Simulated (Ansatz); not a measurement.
**Single-point calculation of Sn₂₂Cu₂O₄₈ (part 2 of 2)**

The same run, continued: Sn₂₂Cu₂O₄₈ (defect cell, 72 atoms in the cell); DFT, HSE06, PAW, plane waves (Ansatz 0.2.0); cutoff 420 eV, 1×1×1 k-mesh, Fermi–Dirac smearing of 0.01 eV. 

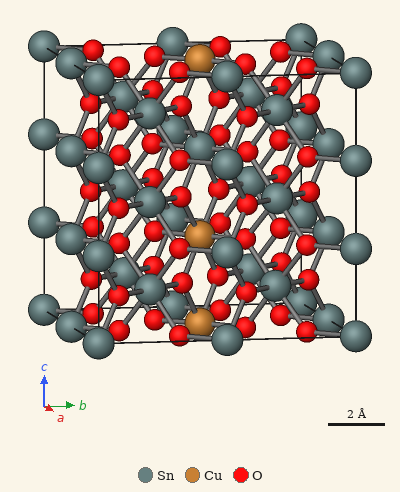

*The structure (ball-and-stick view of the cell of the calculation, seen slightly off an axis).*

### Log, continued
```
SCF iter   1: F=—  HF=-173084.188889 eV  |F-HF|=—  |Δ(HF+E_count)|=         —  Δρ=4.90e-7 (↑4.90e-7 ↓1.24e-7)  dr2=1.59e-9  dr2_m=4.74e-10  M=2.000 μB ∫|m|=5.688 μB  β_m=0.30  ethr=1.06e-11 (applied; sched 8.73e-12)  ⟨swp⟩=20.0  Hψ=2568  notcnv=17
SCF iter   2: F=—  HF=-173084.188889 eV  |F-HF|=—  |Δ(HF+E_count)|=  6.98e-10  Δρ=4.42e-7 (↑4.42e-7 ↓8.34e-8)  dr2=1.21e-9  dr2_m=4.21e-10  M=2.000 μB ∫|m|=5.688 μB  β_m=0.65  ethr=1.01e-11 (applied; sched 1.00e-12)  ⟨swp⟩=12.0  Hψ=1466  notcnv=0
SCF iter   3: F=—  HF=-173084.188889 eV  |F-HF|=—  |Δ(HF+E_count)|=   1.46e-9  Δρ=3.86e-7 (↑3.86e-7 ↓1.41e-7)  dr2=1.21e-9  dr2_m=3.86e-10  M=2.000 μB ∫|m|=5.688 μB  β_m=0.82  ethr=1.04e-11 (applied; sched 1.00e-12)  ⟨swp⟩=14.0  Hψ=1498  notcnv=0
SCF iter   4: F=—  HF=-173084.188889 eV  |F-HF|=—  |Δ(HF+E_count)|=   2.62e-9  Δρ=3.70e-7 (↑3.68e-7 ↓3.70e-7)  dr2=2.92e-9  dr2_m=4.86e-10  M=2.000 μB ∫|m|=5.688 μB  β_m=0.91  ethr=1.05e-11 (applied; sched 1.00e-12)  ⟨swp⟩=15.5  Hψ=1510  notcnv=0
SCF iter   5: F=—  HF=-173084.188889 eV  |F-HF|=—  |Δ(HF+E_count)|=   9.26e-9  Δρ=5.50e-7 (↑3.67e-7 ↓5.50e-7)  dr2=6.78e-9  dr2_m=5.60e-10  M=2.000 μB ∫|m|=5.688 μB  β_m=0.74  ethr=9.85e-12 (applied; sched 1.00e-12)  ⟨swp⟩=16.0  Hψ=1540  notcnv=0
SCF iter   6: F=—  HF=-173084.188889 eV  |F-HF|=—  |Δ(HF+E_count)|=   2.56e-9  Δρ=3.53e-7 (↑2.37e-7 ↓3.53e-7)  dr2=2.29e-9  dr2_m=2.49e-10  M=2.000 μB ∫|m|=5.688 μB  β_m=0.66  ethr=1.06e-11 (applied; sched 1.00e-12)  ⟨swp⟩=15.5  Hψ=1513  notcnv=0
SCF iter   7: F=—  HF=-173084.188889 eV  |F-HF|=—  |Δ(HF+E_count)|=   3.41e-9  Δρ=4.51e-7 (↑1.86e-7 ↓4.51e-7)  dr2=2.60e-9  dr2_m=3.10e-10  M=2.000 μB ∫|m|=5.688 μB  β_m=0.52  ethr=1.07e-11 (applied; sched 1.00e-12)  ⟨swp⟩=15.0  Hψ=1537  notcnv=0
SCF iter   8: F=—  HF=-173084.188889 eV  |F-HF|=—  |Δ(HF+E_count)|=  5.82e-10  Δρ=1.28e-7 (↑1.05e-7 ↓1.28e-7)  dr2=3.13e-10  dr2_m=5.39e-11  M=2.000 μB ∫|m|=5.688 μB  β_m=0.50  ethr=1.07e-11 (applied; sched 1.00e-12)  ⟨swp⟩=15.0  Hψ=1503  notcnv=0
SCF iter   9: F=—  HF=-173084.188889 eV  |F-HF|=—  |Δ(HF+E_count)|=  3.20e-10  Δρ=7.71e-8 (↑6.28e-8 ↓7.71e-8)  dr2=1.08e-10  dr2_m=2.47e-11  M=2.000 μB ∫|m|=5.688 μB  β_m=0.74  ethr=1.08e-11 (applied; sched 1.00e-12)  ⟨swp⟩=14.0  Hψ=1496  notcnv=0
SCF iter  10: F=-173084.188889 eV  HF=-173084.188889 eV  |F-HF|=8.73e-11  |Δ(HF+E_count)|=  2.62e-10  Δρ=5.34e-8 (↑5.17e-8 ↓5.34e-8)  dr2=9.48e-11  dr2_m=6.91e-12  M=2.000 μB ∫|m|=5.688 μB  ethr=1.06e-11 (applied; sched 1.00e-12)  ⟨swp⟩=13.0  Hψ=1485  notcnv=0
SCF 7 converged in 10 iterations: F = -173084.188889 eV  dr2 = 9.48e-11
  Residual-converged pass: ⟨swp⟩=4.0  Hψ=1689  notcnv=0  max |occ|·‖R‖ = 2.4e-7 eV (tolerance 2.7e-7 eV)  dr2=1.03e-10  dr2_m=8.28e-12  dr2_onsite=2.49e-11  max |Δocc| = 0.0e0
hybrid outer 6: dexx = +4.240e-7 eV, tail = 2.93e-9 eV, Δε = 8.55e-6 eV (about 2.99e-6 eV left of the loop's levels), ΔF = 6.08e-5 eV/Å (tail 9.37e-5)
at 16 of the mixer's solves, all of them in the SCFs whose states led to this one, it left a direction of its history that read negative out of its fit and stepped the other way along it
NSCF: frozen V_eff on 1 k-points
this state was not tested for a lower state beside it, because the functional holds exact exchange (a hybrid, or Hartree-Fock), whose exchange loop this test does not read (fock_operator); the stability check (scf.self_checks: high) cannot read this state: a pseudopotential is PAW: the check reads norm-conserving sets alone
hybrid SCF converged: 6 outer / 133 inner (+28 warm-up), last move |dexx| = 4.24e-7 eV, tail = 2.93e-9 eV
Magnetization: 2.0000 μB (318.0000 up, 316.0000 down)
Absolute magnetization: 5.7208 μB (∫|ρ↑−ρ↓|, with the PAW one-centre terms)
Spin contamination: 2.0212 ħ² per cell (⟨S²⟩ above its minimum at these occupations)
Per-site moments (μB) at R_I (Å): [(0.0004505804861534329, 0.8549396823033372), (0.00045053932288700236, 0.8549406443131101), (5.9128860536213516e-5, 0.8573219015605043), (2.6554740312111415e-5, 0.8518653721680891), (2.665335584911647e-5, 0.8519042094480425), (-4.662127863984042e-6, 0.8533542284905107), (2.6706067834656208e-5, 0.8519087121697108), (2.6422583389845718e-5, 0.8518961437966085), (-4.5
Free energy (F): -173084.188889 eV
Harris-Foulkes:  -173084.188889 eV  (|F-HF|=8.73e-11)
Internal energy: -173084.188889 eV  (E = F + TS)
E sigma→0 (E₀):  -173084.188889 eV
Fermi energy:    8.111172 eV
--- Per-component energies (eV) ---
  E_band       = -3948.042047
  E_kinetic    = 13185.941337
  E_local      = -44816.013392  (includes V_loc(G=0)·N_el)
  E_nonlocal   = 2353.022062
  E_hartree    = 22153.510915
  E_xc         = -9523.595557
  E_vxc        = -5395.285475  (∫ρ·V_xc dr)
  E_exx        = -1962.558711  (= α·E_x^exact, valence–valence)
  E_paw        = -102834.469921  (= ΣΔE_a)
  E_vpaw       = -9657.729233  (= ΣTr[D̂ρ^β])
  E_aug_tail   = 0.118413  (compensation charges beyond the density's cutoff)
  E_ewald      = -51644.109035
  E_core_change = 3.965000  (= ΣΔE_core)
  E_smearing   = -0.000000  (= −TS)
  E_closure    = 0.000000  (closes the sum)
  Σ components = -173084.188889   (vs F -173084.188889, Δ=-2.91e-11)
--- Forces (eV/Å), atoms counted from 1 ---
  atom   1  Sn     0.00361060     0.00301416    -0.05093049
  atom   2  Sn    -0.00182909    -0.00029638     0.05211944
  atom   3  Sn    -0.00115650    -0.00011193     0.00015062
  atom   4  Sn    -0.00970095    -0.00828883    -0.16835551
  atom   5  Sn     0.00619924     0.00746146     0.16649515
  atom   6  Sn     0.00182245     0.00216011     0.00002353
  atom   7  Sn    -0.00742139    -0.00592451    -0.16705738
  atom   8  Sn     0.00796375     0.00942551     0.16489804
  atom   9  Sn     0.00095169    -0.00147817    -0.00203589
  atom  10  Sn    -0.00043142    -0.00456351     0.00005479
  atom  11  Sn    -0.34928674    -0.34990753    -0.00004064
  atom  12  Sn    -0.03833414    -0.04155508    -0.07940618
  atom  13  Sn    -0.03993094    -0.03938107     0.07911637
  atom  14  Sn    -1.32163618     1.32290349    -0.00176993
  atom  15  Sn    -0.00178386    -0.00727692     0.31761755
  atom  16  Sn     0.00655043     0.00212317    -0.31809633
  atom  17  Sn     1.33155402    -1.32991025     0.00027792
  atom  18  Sn    -0.00752495    -0.00057958     0.31577691
  atom  19  Sn     0.00097105     0.00503410    -0.31731439
  atom  20  Sn     0.35159138     0.35174204     0.00188719
  atom  21  Sn     0.03596563     0.04003861    -0.08098846
  atom  22  Sn     0.03952328     0.03866106     0.07929006
  atom  23  Cu    -0.01300396    -0.01479513    -2.44799007
  atom  24  Cu     0.01555870     0.01204146     2.44445440
  atom  25  O     -0.08655079    -0.08536027    -0.01599774
  atom  26  O     -0.09300785    -0.09403381     0.01361894
  atom  27  O      0.01796850     0.01972078     0.00012434
  atom  28  O      0.24822078    -0.01433322     0.26989991
  atom  29  O      0.24819688    -0.02270033    -0.27019101
  atom  30  O     -0.00170931     0.03659132     0.00541731
  atom  31  O     -0.01591944     0.25043905     0.27036596
  atom  32  O     -0.02446864     0.25037999    -0.26995523
  atom  33  O      0.03869446     0.00004104     0.00605228
  atom  34  O      0.26105788     0.26108830     0.50950863
  atom  35  O      0.27503904     0.27338708    -0.50636074
  atom  36  O      0.03380974     0.03421205    -0.00229694
  atom  37  O     -0.27222572    -0.27334296     0.50887010
  atom  38  O     -0.26563913    -0.26145288    -0.50794786
  atom  39  O     -0.03381745    -0.03224021     0.00305709
  atom  40  O      0.02175835    -0.24907146     0.27024124
  atom  41  O      0.01450818    -0.24862497    -0.26801132
  atom  42  O     -0.03849052     0.00071154    -0.00445237
  atom  43  O     -0.24925463     0.02442399     0.27109579
  atom  44  O     -0.24815285     0.01612539    -0.26983014
  atom  45  O      0.00156639    -0.03830983    -0.00526005
  atom  46  O      0.09217705     0.09241275    -0.01571874
  atom  47  O      0.08660893     0.08537568     0.01607771
  atom  48  O     -0.01802587    -0.01778234    -0.00082546
  atom  49  O      0.02340975     0.16940424    -0.00290186
  atom  50  O     -0.01682418     0.06773973    -0.07154148
  atom  51  O     -0.02147361     0.07341311     0.07175464
  atom  52  O      0.02056129    -0.02181942     0.00018400
  atom  53  O      0.00947792    -0.01059336    -0.01843419
  atom  54  O      0.01006351    -0.00857308     0.01766732
  atom  55  O      0.83998177    -0.84338475     0.00130502
  atom  56  O      0.16218746    -0.13987997     0.20544301
  atom  57  O      0.14324412    -0.16148160    -0.20357329
  atom  58  O     -0.16939289    -0.02323790     0.00199883
  atom  59  O     -0.07340585     0.02145957    -0.07024330
  atom  60  O     -0.06849539     0.01788859     0.07154845
  atom  61  O      0.16980125     0.02154872    -0.00301176
  atom  62  O      0.06787157    -0.01792266    -0.07008920
  atom  63  O      0.07351835    -0.02212969     0.07242502
  atom  64  O     -0.85229313     0.85138931     0.00014762
  atom  65  O     -0.13686741     0.16378760     0.20263260
  atom  66  O     -0.16028357     0.13929737    -0.20561873
  atom  67  O     -0.02308805     0.02138142    -0.00013692
  atom  68  O     -0.00928540     0.00725268    -0.01857371
  atom  69  O     -0.00809691     0.00993120     0.01901424
  atom  70  O     -0.02326957    -0.17026355     0.00346074
  atom  71  O      0.02271771    -0.07453245    -0.07093905
  atom  72  O      0.01738649    -0.06887739     0.07181755
  max |Σ_I F_I| component: 1.13e-5 eV/Å
--- Band table (eV) ---
  k-point 0 ↑: bands = ["-112.8972", "-112.8965", "-68.7689", "-68.7670", "-68.6728", "-68.6724", "-68.5336", "-68.5328", "-14.9064", "-14.9052", ... 181 levels left out ..., "2.0086", "2.0784", "2.1064", "2.1902", "2.2304", "2.2471", "2.3024", "2.6529", "2.7313", "2.7774", "2.8028", "2.8577", "2.9335", "2.9385", "2.9762", "3.0023", "3.0316", "3.1246", "3.1648", "3.2889", "3.3257", "3.4429", "3.5304", "3.5464", "3.6146", "3.6759", "3.6773", "3.7752", "3.8331",
      "3.8611", "3.9152", "3.9863", "4.0043", "4.0378", "4.0611", "4.0836", "4.2373", "4.2654", "4.2844", "4.3057", "4.3320", "4.4343", "4.4946", "4.5641", "4.5904", "4.5952", "4.6133", "4.6421", "4.6774", "4.7513", "4.8078", "4.8156", "4.9332", "5.0449", "5.1008", "5.1273", "5.2000", "5.2366", "5.3006", "5.3739", "5.4040", "5.4133", "5.4736", "5.5357", "5.5970", "5.7026", "5.7520", "5.8048", "5.8391",
      "5.8807", "5.9087", "5.9343", "5.9910", "6.0371", "6.0746", "6.1007", "6.1176", "6.1404", "6.1709", "6.2018", "6.2283", "6.2857", "6.3107", "6.3473", "6.3847", "6.4038", "6.4129", "6.4249", "6.4525", "6.4712", "6.4889", "6.5116", "6.5127", "6.5151", "6.5604", "6.5828", "6.6330", "6.6534", "6.6802", "6.6819", "6.6977", "6.7225", "6.7534", "6.7591", "6.7709", "6.7927", "6.8055", "6.8186", "6.8348",
      "6.8549", "6.8597", "6.8704", "6.8930", "6.9618", "6.9756", "7.0452", "7.0616", "7.0893", "7.1174", "7.1211", "7.1493", "7.1719", "7.1849", "7.1953", "7.2611", "7.2710", "7.4712", "8.6629", "9.0450", "11.5239", "12.9004", "13.2103", "13.3178", "13.8019", "14.0690", "14.2347", "14.2809", "14.5025", "14.5271", "14.5337", "14.6954", "14.8347", "14.9830", "15.1402", "15.2258", "15.3389", "15.4242", "15.6319", "15.7458",
      "15.9385", "15.9821", "16.2195", "16.3106", "16.5797", "16.6741", "16.8353", "16.8721", "17.0359", "17.4526", "17.5367", "17.6184", "17.7583", "17.8638", "17.9372", "18.0533", "18.0694", "18.0877", "18.1987", "18.2465", "18.3058", "18.3601", "18.3832", "18.5179", "18.5636", "18.6111", "18.7949", "19.0097", "19.0883", "19.2593", "19.5709", "19.6337", "19.7244", "19.8649", "19.8700", "19.9807", "20.0203", "20.1013", "20.1500", "20.2229",
      "20.2955", "20.4075", "20.4454", "20.4510", "20.4918", "20.5745", "20.6041", "20.6661", "20.7823", "20.8100", "20.8759"]
  k-point 0 ↓: bands = ["-110.9653", "-110.9645", "-66.6245", "-66.6226", "-66.5847", "-66.5839", "-66.5576", "-66.5566", "-14.9376", "-14.9067", ... 181 levels left out ..., "2.3636", "2.4796", "2.6148", "2.6487", "2.7446", "2.7684", "2.8089", "2.9157", "2.9421", "3.0140", "3.0181", "3.0661", "3.0708", "3.1161", "3.1900", "3.2096", "3.2557", "3.3520", "3.3725", "3.5170", "3.5305", "3.6188", "3.6315", "3.6449", "3.6960", "3.6971", "3.8038", "3.8406", "3.8639",
      "4.0048", "4.0370", "4.1016", "4.1196", "4.1421", "4.2303", "4.2753", "4.3195", "4.3305", "4.3636", "4.4162", "4.4394", "4.4538", "4.5485", "4.5622", "4.6049", "4.6658", "4.7112", "4.7213", "4.7732", "4.7979", "4.8602", "4.8923", "5.0184", "5.0616", "5.1176", "5.1903", "5.2286", "5.2927", "5.3612", "5.3835", "5.4750", "5.5217", "5.5367", "5.5813", "5.6835", "5.6871", "5.7624", "5.7949", "5.8165",
      "5.8658", "5.9089", "5.9183", "5.9887", "5.9954", "6.0460", "6.1274", "6.1325", "6.1747", "6.1917", "6.2052", "6.2517", "6.3177", "6.3288", "6.3343", "6.3856", "6.4000", "6.4021", "6.4347", "6.4701", "6.4709", "6.5126", "6.5200", "6.5354", "6.5557", "6.5643", "6.6235", "6.6281", "6.6427", "6.7157", "6.7261", "6.7345", "6.7359", "6.7730", "6.7800", "6.7961", "6.8088", "6.8241", "6.8377", "6.8453",
      "6.8852", "6.9189", "6.9256", "6.9540", "6.9723", "7.0100", "7.0189", "7.0694", "7.1107", "7.1467", "7.1790", "7.2716", "7.2755", "7.3308", "7.3545", "7.5594", "9.6381", "10.1898", "10.2135", "10.4066", "11.5263", "12.9157", "13.2377", "13.3300", "13.8571", "14.0937", "14.2686", "14.3010", "14.5300", "14.5435", "14.5606", "14.7114", "14.9056", "14.9961", "15.1649", "15.2416", "15.3541", "15.4665", "15.6877", "15.7664",
      "15.9448", "15.9871", "16.2235", "16.3194", "16.5276", "16.6720", "16.8440", "16.8785", "16.9612", "17.5278", "17.5604", "17.6252", "17.7862", "17.8773", "17.9680", "18.0315", "18.0755", "18.1005", "18.2015", "18.2369", "18.2914", "18.3693", "18.3975", "18.5100", "18.5218", "18.6109", "18.8118", "19.0769", "19.1086", "19.2997", "19.5669", "19.6385", "19.7245", "19.8520", "19.9081", "19.9798", "20.0609", "20.1175", "20.1226", "20.2011",
      "20.3201", "20.4449", "20.4541", "20.4758", "20.5246", "20.5894", "20.6183", "20.6627", "20.7981", "20.8163", "20.8891"]
--- Löwdin populations: 72 sites ---
  site symbol       q [e]    m [muB]
     0     Sn     12.1748     0.0017
     1     Sn     12.1748     0.0017
     2     Sn     12.1726     0.0001
     3     Sn     12.1585     0.0003
     4     Sn     12.1585     0.0003
     5     Sn     12.1606    -0.0008
     6     Sn     12.1585     0.0003
     7     Sn     12.1584     0.0003
     8     Sn     12.1606    -0.0008
     9     Sn     12.1799    -0.0137
    10     Sn     12.1992     0.0025
    11     Sn     12.1674    -0.0009
    12     Sn     12.1678    -0.0009
    13     Sn     12.1707     0.0141
    14     Sn     12.1685    -0.0035
    15     Sn     12.1685    -0.0035
    16     Sn     12.1707     0.0142
    17     Sn     12.1685    -0.0035
    18     Sn     12.1685    -0.0035
    19     Sn     12.1992     0.0025
    20     Sn     12.1679    -0.0009
    21     Sn     12.1674    -0.0009
    22     Cu     17.4128     0.9467
    23     Cu     17.4128     0.9468
    24      O      6.8488     0.0101
    25      O      6.8490     0.0101
    26      O      6.8526    -0.0011
    27      O      6.8426    -0.0040
    28      O      6.8426    -0.0045
    29      O      6.8431     0.0195
    30      O      6.8426    -0.0040
    31      O      6.8426    -0.0046
    32      O      6.8431     0.0194
    33      O      6.8732     0.1059
    34      O      6.8743     0.1075
    35      O      6.8428     0.0002
    36      O      6.8743     0.1076
    37      O      6.8732     0.1058
    38      O      6.8428     0.0002
    39      O      6.8426    -0.0045
    40      O      6.8426    -0.0040
    41      O      6.8431     0.0194
    42      O      6.8426    -0.0046
    43      O      6.8426    -0.0040
    44      O      6.8431     0.0194
    45      O      6.8490     0.0102
    46      O      6.8488     0.0101
    47      O      6.8526    -0.0011
    48      O      6.8510     0.0021
    49      O      6.8472    -0.0001
    50      O      6.8474    -0.0009
    51      O      6.8455    -0.0014
    52      O      6.8456    -0.0002
    53      O      6.8456    -0.0002
    54      O      6.5151    -0.7498
    55      O      6.8288     0.2613
    56      O      6.8288     0.2612
    57      O      6.8510     0.0021
    58      O      6.8474    -0.0009
    59      O      6.8472    -0.0001
    60      O      6.8510     0.0021
    61      O      6.8472    -0.0001
    62      O      6.8474    -0.0009
    63      O      6.5151    -0.7498
    64      O      6.8287     0.2614
    65      O      6.8287     0.2613
    66      O      6.8455    -0.0014
    67      O      6.8456    -0.0002
    68      O      6.8456    -0.0002
    69      O      6.8510     0.0021
    70      O      6.8474    -0.0009
    71      O      6.8472    -0.0001
  spilling = 0.005422 (of n_electrons = 634.000000)
```

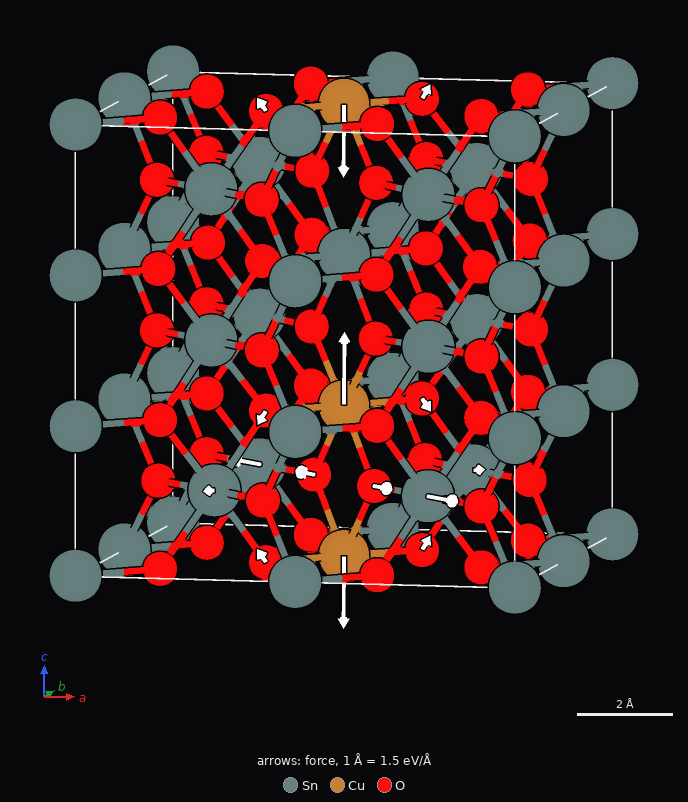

*Forces on the atoms as white arrows (ball-and-stick view of the cell of the calculation, seen slightly off an axis); the smallest are left out.*

The largest act on Cu23 (2.45 eV/Å); Cu24 (2.44 eV/Å); Sn17 (1.88 eV/Å); Sn14 (1.87 eV/Å), among others. Atoms are counted from 1 in the order of the input and aren't labelled in the picture. 

### Summary

```json
{"quantity": "outcome", "value": "converged"}
{"quantity": "electrons treated", "value": "634"}
{"quantity": "free energy", "value": "−173084.1889 eV"}
{"quantity": "Fermi energy", "value": "8.111 eV"}
{"quantity": "net moment of the cell", "value": "2.00 μB"}
{"quantity": "largest force (length of the vector)", "value": "2.448 eV/Å"}
{"quantity": "wall time", "value": "2.5 min (CPU time 4.1 min)"}
{"quantity": "peak memory", "value": "3.3 GiB"}
```

### Notes

Warnings of the run: the state was not tested for a lower one. The k-point mesh is coarse for a cell of this size, so the results may not be converged.
